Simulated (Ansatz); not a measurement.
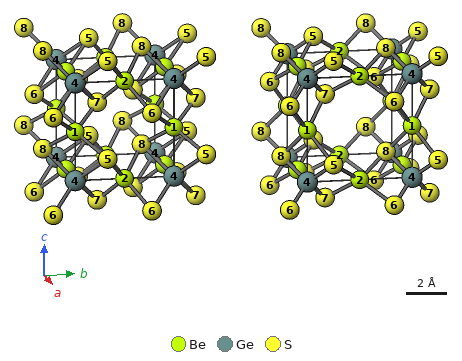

Two geometries of crystalline Be₃GeS₄ (built on the Li3VS4-215 type type), drawn at one scale. One is the start of a relaxation, the other its converged end. A ball-and-stick model of the cell of the calculation, seen slightly off an axis.

All numbers below come from DFT, PBEsol, plane waves, PAW in Ansatz 0.2.0. Set-up: plane-wave cutoff 420 eV; k-point mesh 4 × 4 × 4; occupations fermi dirac; smearing width 0.03 eV; no spin polarisation; cell and atoms relaxed; force threshold 0.01 eV/Å; at most 120 steps.

Which geometry has the lower energy?

The left one is the relaxed one. After 6 accepted moves (8 points after the start) the energy has fallen by 722 meV per atom. Largest force component: 4.7 eV/Å at the start, 0.0007 eV/Å at the end. The pressure goes from 20.76 to −0.02 GPa. The line search rejected the trial step at point 4 of the run. The SCF was repeated once at an unchanged geometry on a basis and grid sized afresh for the cell, which shifted the energy by 0.2 meV per atom at most. The largest moves relative to the cell, 0.58 Å, are those of S atoms. Ge and Be stay in place. The drawn cell changes as follows: a = b = c 5.344 → 5.038 Å (−5.7 %); the volume changes by −16.2 %. Some distances before and after: Ge–S 1.934 → 2.403 Å, Be–S 2.216 → 2.265 Å. Among the angles between lasting bonds that change: S–Be–S 90.9° → 120.0°, S–Be–S 119.5° → 104.5°, Be–S–Ge 79.8° → 65.2°. The space group stays P-43m (No. 215).
